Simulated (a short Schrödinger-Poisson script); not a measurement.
Stack: MOS inversion layer, SiO2 on p-type Si(100), at 300 K.

| layer | material | thickness (nm) | Na (cm⁻³) |
|---|---|---|---|
| 1 | SiO2 | 2.2 | - |
| 2 | Si | 530 | 6.6e17 |

Constants are typed, rounded textbook-type inputs, not results; the design itself was drawn at random and stands for no fabricated device. SiO2: permittivity 3.9, conduction-band edge (eV) 3.15, gap (eV) 9, electron mass (mₑ) 0.5. Si: permittivity 11.7, conduction-band edge (eV) 0, gap (eV) 1.124, Nv at 300 K (cm⁻³) 3.1e19.

Channel valleys (confinement mass, in-plane density-of-states mass, number): Δ2 0.916, 0.19, 2; Δ4 0.19, 0.417, 4. At the gate the conduction-band edge of layer 1 lies 3.26 eV − eVg above the Fermi level of the channel; the field vanishes at the back. Gaps are held at their typed values at every temperature. Mesh 0.03 nm at interfaces.

Solved with a short Schrödinger-Poisson script written for these runs: 1D Poisson equation in equilibrium, electrons quantum, Hartree (BenDaniel-Duke, 12 states a valley, the channel's in-plane mass for all, wave functions ending at the dielectric), parabolic valleys, classical holes, full ionisation, no traps, pinning or gate leakage.

Only gate voltages with over 1e8 electrons/cm² are shown.

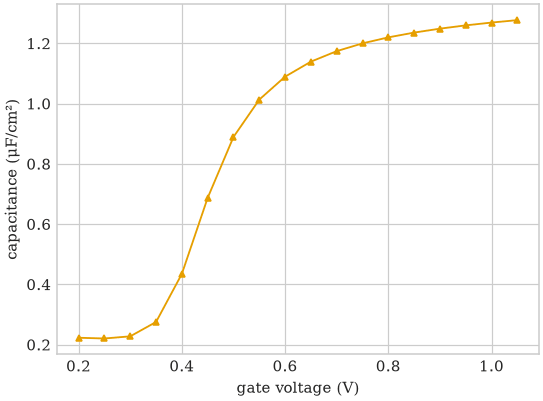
Figure: Quasi-static capacitance against gate voltage

| Vg (V) | electrons (cm⁻²) | C (μF/cm²) | Δ2 E0 (meV) | Δ2 E1 (meV) | Δ4 E0 (meV) | Δ4 E1 (meV) |
|---|---|---|---|---|---|---|
| 0.2 | 1.47e8 | 0.223 | 274.5 | 343.2 | 337.9 | 450.0 |
| 0.25 | 7.15e8 | 0.220 | 233.2 | 303.2 | 297.8 | 412.2 |
| 0.3 | 3.47e9 | 0.227 | 192.0 | 263.3 | 257.7 | 374.3 |
| 0.35 | 1.64e10 | 0.275 | 151.5 | 224.1 | 218.4 | 337.1 |
| 0.4 | 6.69e10 | 0.435 | 114.7 | 188.5 | 182.8 | 303.4 |
| 0.45 | 1.99e11 | 0.687 | 85.9 | 161.1 | 155.4 | 277.6 |
| 0.5 | 4.20e11 | 0.889 | 65.8 | 142.5 | 136.8 | 260.3 |
| 0.55 | 7.00e11 | 1.01 | 51.6 | 129.9 | 124.3 | 248.9 |
| 0.6 | 1.02e12 | 1.09 | 40.9 | 120.8 | 115.3 | 240.8 |
| 0.65 | 1.36e12 | 1.14 | 32.4 | 113.9 | 108.4 | 234.8 |
| 0.7 | 1.71e12 | 1.17 | 25.3 | 108.3 | 103.0 | 230.1 |
| 0.75 | 2.08e12 | 1.20 | 19.2 | 103.7 | 98.5 | 226.4 |
| 0.8 | 2.45e12 | 1.22 | 13.7 | 99.8 | 94.7 | 223.2 |
| 0.85 | 2.83e12 | 1.24 | 8.8 | 96.4 | 91.4 | 220.6 |
| 0.9 | 3.22e12 | 1.25 | 4.4 | 93.4 | 88.5 | 218.3 |
| 0.95 | 3.60e12 | 1.26 | 0.2 | 90.7 | 85.9 | 216.2 |
| 1 | 4.00e12 | 1.27 | -3.7 | 88.3 | 83.5 | 214.4 |
| 1.05 | 4.39e12 | 1.28 | -7.4 | 86.1 | 81.4 | 212.8 |

Subbands count from the Fermi level.
